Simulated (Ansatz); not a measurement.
# Geometry relaxation of SnH3ClO2 (part 1 of 2)

The run: geometry relaxation of SnH3ClO2. Method and program: RKS PBE0-D4/def2-SVP (Ansatz 0.2.0).

It belongs to a series of runs on one base structure; here: start relaxed.

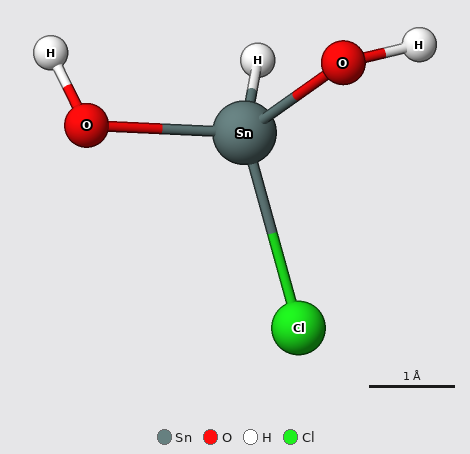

The starting structure (ball-and-stick view, seen at a tilt). Sticks mark near contacts. Bond lengths as drawn: Cl–Sn 2.41 Å, H–O 1.01 Å, H–Sn 1.74 Å and O–Sn 1.96 Å.

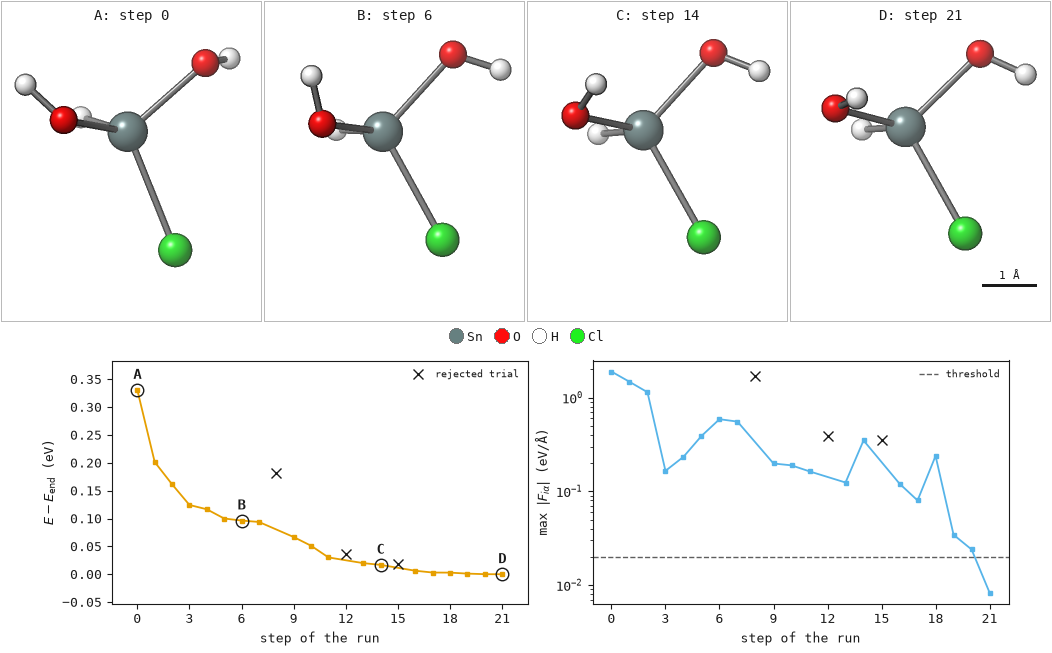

Frames of the relaxation (ball-and-stick view, seen at a tilt) above the curves, on which the letters mark them (the first geometry is step 0 here and step 1 in the log).

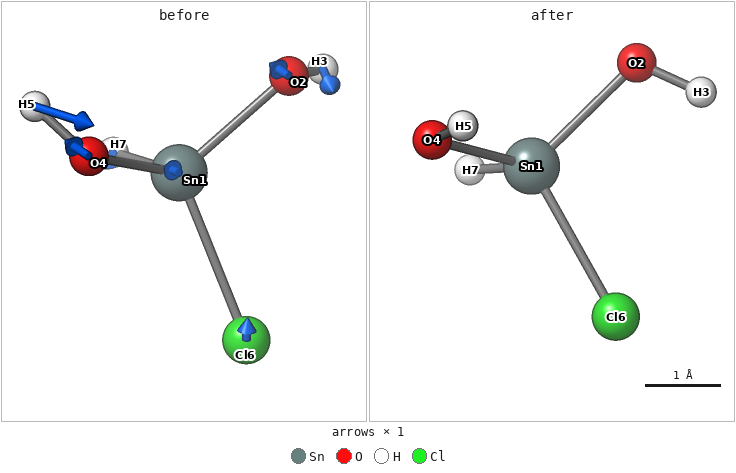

Before (left) and after (right) the relaxation, at one scale (ball-and-stick view, seen at a tilt). The blue arrows give the displacements, at true length. The atom that moves furthest after the best rigid fit is H5 (1.05 Å). By element the largest moves are H 1.05 Å, O 0.60 Å, Sn 0.40 Å, Cl 0.34 Å. Among the contacts that change: Sn1–Cl6 2.408 → 2.350 Å, O4–H5 1.010 → 0.965 Å, O2–H3 1.010 → 0.966 Å, Sn1–H7 1.739 → 1.696 Å. Among the angles that change: O2–Sn1–Cl6 109.5° → 104.3°, O2–Sn1–H7 109.5° → 114.2°, Sn1–O4–H5 109.5° → 112.6°. Over 21 geometry steps the energy falls by 0.331 eV. Largest force component: 1.9 eV/Å at the start, 0.0083 eV/Å at the end. The line search rejected the trial steps at points 8, 12, 15 (counted from 0) and went back. (Atoms are counted from 1 in the order of the input.)

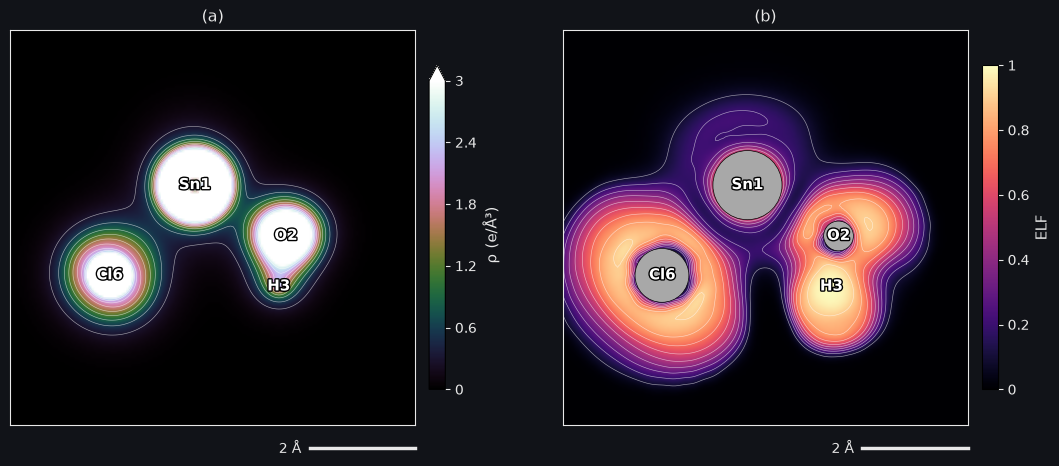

(a) total electron density; (b) electron localisation function on the plane of atoms Sn1, O2 and H3. Grey discs, where drawn, cover atomic cores. Sn–Cl (2.35 Å): ρ at the midpoint is about 0.53 e/Å³; the ELF peaks at about 0.85 in the valence shell of Cl, 0.8 Å from its nucleus, and drops to about 0.15 between the two atoms.

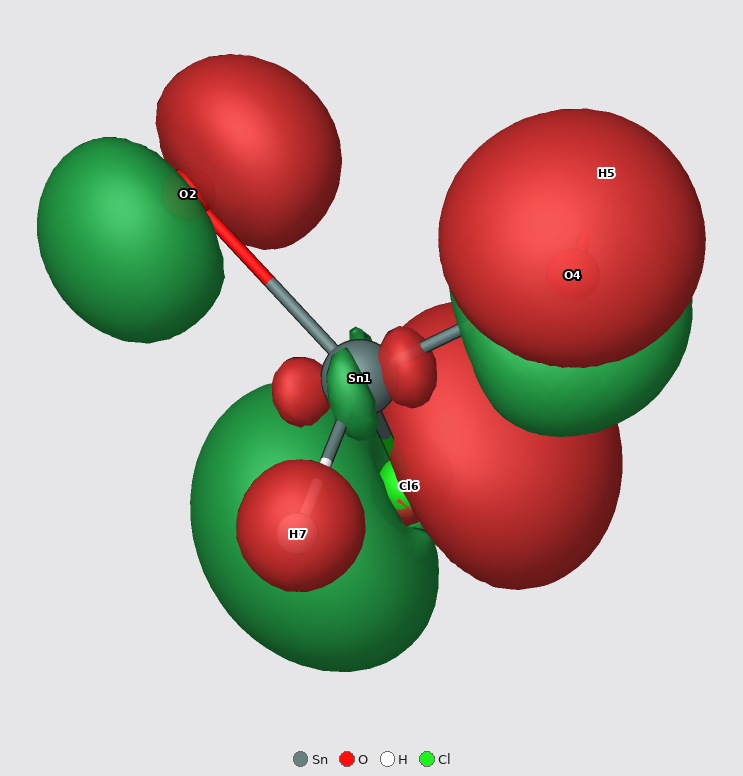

The HOMO−1 at ±0.08 Å⁻³ᐟ² (green and red are the two phases), seen at a tilt. Its energy is −8.89 eV.

The input that produced these results follows, with the program's output.

**Input file**
```yaml
crystal:
  periodic: [false, false, false]
  atoms:
    - { symbol: Sn, position_ang: [0.0, 0.0, 0.0] }
    - { symbol: O, position_ang: [0.0, 0.0, 1.96] }
    - { symbol: H, position_ang: [-0.9095, -0.2814, 2.2971] }
    - { symbol: O, position_ang: [1.8483, 0.0, -0.6527] }
    - { symbol: H, position_ang: [2.1646, -0.9521, -0.7693] }
    - { symbol: Cl, position_ang: [-1.1351, 1.9666, -0.8025] }
    - { symbol: H, position_ang: [-0.8195, -1.4198, -0.5794] }
basis:
  gaussian: { orbitals: def2-SVP }
hamiltonian:
  xc: pbe0
  dispersion: d4
relax:
  f_tol: 0.02
  max_steps: 40
output:
  orbitals: {}
```

Command:
```bash
ansatz run input.yaml --threads 2 --pin off --max-ram 3072MiB --backend cpu --events-out ev --progress --plain --runs-dir out
```

**Log**
```
The last accepted step is kept in [file] (removed where the run ends without a failure and the disk answers)
Engine: ansatz 0.2.0, aarch64-unknown-linux-gnu
Functional definition: PBE0
  parameter a = 0.25
  parameter kappa = 0.804
  parameter beta = 0.06672455060314922
  exchange = (1 - a)*pbe_x(kappa = kappa, mu = beta*pi^2/3) + a*exact_x
  correlation = pbe_c(beta = beta)
981 factors; integrals over basis functions are off by at most 2.5e-4 eV
mean field evaluation 1: about -22474.0994 eV, gradient 6.8e1 eV
mean field evaluation 2: about -22440.6699 eV, gradient 1.4e2 eV
mean field evaluation 4: about -22482.5958 eV, gradient 6.6e0 eV
mean field evaluation 8: about -22482.7026 eV, gradient 1.5e-1 eV
mean field -22482.70260949 eV, -826.2240815755 hartree, gradient 4.1e-5 eV, S^2 0.000000; 0 other end points of the search recorded, 0 dependent functions left out
the calculation of the forces begins
reference -22482.70263801 eV, -826.2240826237 hartree; 29, 29 occupied and 58, 58 virtual orbitals, 981 factors
relax step   1: F+E_penalty+E_count = -22482.82868270 eV  Δ(F+E_penalty+E_count) = +0.000e0 eV  max|allowed force component| = 1.897e0 eV/Å  Δτ_max = 0.0000 Å  (24 SCF iters, accepted)
these checks for a lower state are left out or cut short: starts, cluster_reference, orbital_swaps, neighbouring_geometries, increment
981 factors; integrals over basis functions are off by at most 2.4e-4 eV
mean field evaluation 16: about -22482.5302 eV, gradient 1.2e1 eV
mean field -22482.82891961 eV, -826.2287233867 hartree, gradient 1.2e-5 eV, S^2 0.000000; 0 other end points of the search recorded, 0 dependent functions left out
[... from here on the field's lines of each further geometry are left out, up to the last ...]
relax step   2: F+E_penalty+E_count = -22482.95794566 eV  Δ(F+E_penalty+E_count) = -1.293e-1 eV  max|allowed force component| = 1.477e0 eV/Å  Δτ_max = 0.1846 Å  (28 SCF iters, accepted)
relax step   3: F+E_penalty+E_count = -22482.99796388 eV  Δ(F+E_penalty+E_count) = -4.002e-2 eV  max|allowed force component| = 1.142e0 eV/Å  Δτ_max = 0.0554 Å  (28 SCF iters, accepted)
relax step   4: F+E_penalty+E_count = -22483.03504815 eV  Δ(F+E_penalty+E_count) = -3.708e-2 eV  max|allowed force component| = 1.655e-1 eV/Å  Δτ_max = 0.2000 Å  (32 SCF iters, accepted)
relax step   5: F+E_penalty+E_count = -22483.04279229 eV  Δ(F+E_penalty+E_count) = -7.744e-3 eV  max|allowed force component| = 2.337e-1 eV/Å  Δτ_max = 0.0851 Å  (30 SCF iters, accepted)
relax step   6: F+E_penalty+E_count = -22483.05937893 eV  Δ(F+E_penalty+E_count) = -1.659e-2 eV  max|allowed force component| = 3.899e-1 eV/Å  Δτ_max = 0.1405 Å  (27 SCF iters, accepted)
relax step   7: F+E_penalty+E_count = -22483.06302071 eV  Δ(F+E_penalty+E_count) = -3.642e-3 eV  max|allowed force component| = 5.889e-1 eV/Å  Δτ_max = 0.0557 Å  (27 SCF iters, accepted)
relax step   8: F+E_penalty+E_count = -22483.06553964 eV  Δ(F+E_penalty+E_count) = -2.519e-3 eV  max|allowed force component| = 5.548e-1 eV/Å  Δτ_max = 0.0131 Å  (29 SCF iters, accepted)
relax step   9: F+E_penalty+E_count = -22482.97824409 eV  Δ(F+E_penalty+E_count) = +8.730e-2 eV  max|allowed force component| = 1.681e0 eV/Å  Δτ_max = 0.1949 Å  (32 SCF iters, rejected (line search))
relax step  10: F+E_penalty+E_count = -22483.09259661 eV  Δ(F+E_penalty+E_count) = -2.706e-2 eV  max|allowed force component| = 1.983e-1 eV/Å  Δτ_max = 0.0966 Å  (27 SCF iters, accepted)
relax step  11: F+E_penalty+E_count = -22483.10823809 eV  Δ(F+E_penalty+E_count) = -1.564e-2 eV  max|allowed force component| = 1.895e-1 eV/Å  Δτ_max = 0.1000 Å  (29 SCF iters, accepted)
relax step  12: F+E_penalty+E_count = -22483.12920006 eV  Δ(F+E_penalty+E_count) = -2.096e-2 eV  max|allowed force component| = 1.634e-1 eV/Å  Δτ_max = 0.1500 Å  (27 SCF iters, accepted)
relax step  13: F+E_penalty+E_count = -22483.12372997 eV  Δ(F+E_penalty+E_count) = +5.470e-3 eV  max|allowed force component| = 3.900e-1 eV/Å  Δτ_max = 0.1678 Å  (29 SCF iters, rejected (line search))
relax step  14: F+E_penalty+E_count = -22483.13942245 eV  Δ(F+E_penalty+E_count) = -1.022e-2 eV  max|allowed force component| = 1.243e-1 eV/Å  Δτ_max = 0.0839 Å  (29 SCF iters, accepted)
relax step  15: F+E_penalty+E_count = -22483.14257155 eV  Δ(F+E_penalty+E_count) = -3.149e-3 eV  max|allowed force component| = 3.496e-1 eV/Å  Δτ_max = 0.1000 Å  (28 SCF iters, accepted)
relax step  16: F+E_penalty+E_count = -22483.14106205 eV  Δ(F+E_penalty+E_count) = +1.510e-3 eV  max|allowed force component| = 3.523e-1 eV/Å  Δτ_max = 0.1405 Å  (28 SCF iters, rejected (line search))
relax step  17: F+E_penalty+E_count = -22483.15309510 eV  Δ(F+E_penalty+E_count) = -1.052e-2 eV  max|allowed force component| = 1.208e-1 eV/Å  Δτ_max = 0.0701 Å  (27 SCF iters, accepted)
relax step  18: F+E_penalty+E_count = -22483.15632730 eV  Δ(F+E_penalty+E_count) = -3.232e-3 eV  max|allowed force component| = 8.001e-2 eV/Å  Δτ_max = 0.0749 Å  (28 SCF iters, accepted)
relax step  19: F+E_penalty+E_count = -22483.15647765 eV  Δ(F+E_penalty+E_count) = -1.503e-4 eV  max|allowed force component| = 2.389e-1 eV/Å  Δτ_max = 0.0428 Å  (27 SCF iters, accepted)
relax step  20: F+E_penalty+E_count = -22483.15823663 eV  Δ(F+E_penalty+E_count) = -1.759e-3 eV  max|allowed force component| = 3.443e-2 eV/Å  Δτ_max = 0.0212 Å  (28 SCF iters, accepted)
relax step  21: F+E_penalty+E_count = -22483.15925050 eV  Δ(F+E_penalty+E_count) = -1.014e-3 eV  max|allowed force component| = 2.400e-2 eV/Å  Δτ_max = 0.0791 Å  (28 SCF iters, accepted)
the calculation of the forces begins
reference -22483.03056214 eV, -826.2361336132 hartree; 29, 29 occupied and 58, 58 virtual orbitals, 981 factors
relax step  22: F+E_penalty+E_count = -22483.15936856 eV  Δ(F+E_penalty+E_count) = -1.181e-4 eV  max|allowed force component| = 8.310e-3 eV/Å  Δτ_max = 0.0103 Å  (28 SCF iters, accepted)
981 factors; integrals over basis functions are off by at most 4.6e-4 eV
mean field -22483.03053434 eV, -826.2361325914 hartree, gradient 2.5e-5 eV, S^2 0.000000; 1 other end points of the search recorded, 0 dependent functions left out
the calculation of the forces begins
reference -22483.03056214 eV, -826.2361336132 hartree; 29, 29 occupied and 58, 58 virtual orbitals, 981 factors
Total energy: -22483.15939636 eV, -826.2408681836 hartree
Atom 0 at    -0.170261    -0.328210    -0.132202 Å, force    -0.008310     0.000268    -0.000088 eV/Å
Atom 1 at    -0.164657    -0.516810     1.830484 Å, force     0.001795    -0.000597    -0.004002 eV/Å
Atom 2 at    -0.461304     0.295494     2.260043 Å, force     0.000322    -0.000961    -0.001019 eV/Å
Atom 3 at     1.669825    -0.529138    -0.790139 Å, force     0.000171    -0.001807     0.001140 eV/Å
Atom 4 at     2.305769    -0.016073    -0.276865 Å, force     0.002110     0.001293     0.000732 eV/Å
Atom 5 at    -0.897162     1.876326    -0.501367 Å, force     0.000459    -0.003589    -0.000573 eV/Å
Atom 6 at    -1.133410    -1.468290    -0.936754 Å, force     0.003453     0.005394     0.003811 eV/Å
Dipole moment:    -0.067004     0.003076     0.136073 e Å
```

**Trajectory as extended XYZ (Å, eV, eV/Å), 22 frames, from step=1 to step=22**
```
7
Properties=species:S:1:pos:R:3:forces:R:3 step=1 energy=-22482.82868
Sn    0.0000    0.0000    0.0000   -0.8772   0.0905  -0.7269
O     0.0000    0.0000    1.9600   -1.7097  -0.4864   0.9275
H    -0.9095   -0.2814    2.2971    1.8007   0.6173  -0.6151
O     1.8483    0.0000   -0.6527    0.8053  -1.6616  -0.2110
H     2.1646   -0.9521   -0.7693   -0.6322   1.8975   0.2399
Cl   -1.1351    1.9666   -0.8025    0.5502  -0.7557   0.3324
H    -0.8195   -1.4198   -0.5794    0.0630   0.2985   0.0532
7
Properties=species:S:1:pos:R:3:forces:R:3 step=2 energy=-22482.95795
Sn   -0.0424   -0.1184   -0.0166    0.2977  -0.1086   0.0921
O     0.0163   -0.0587    1.9562   -1.4569  -0.2319   0.5176
H    -0.9072   -0.1289    2.3314    1.4769   0.1455  -0.5415
O     1.8247    0.0504   -0.6355    0.0752  -0.8632  -0.0097
H     2.2048   -0.8417   -0.7750   -0.1556   0.6860   0.0940
Cl   -1.0184    1.8352   -0.7461   -0.2814   0.5013  -0.1689
H    -0.9290   -1.4246   -0.6613    0.0441  -0.1290   0.0164
```
